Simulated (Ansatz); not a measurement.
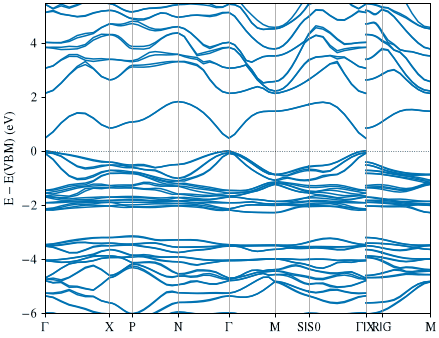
*Band structure from r²SCAN with spin–orbit coupling (plane waves, PAW; program Ansatz)*

Question: Read off the gap and where the band edges lie.

Answer: About 0.5 eV (0.47 eV by a search for the band edges); maximum at Γ, minimum at Γ.

The material is ZnCu2SnS4 in space group I-4 (No. 82; Pearson symbol tI16).

Symmetry was held in the r²SCAN relaxation. The run is not spin-polarised.

Potentials: the later of the program's two PAW sets.
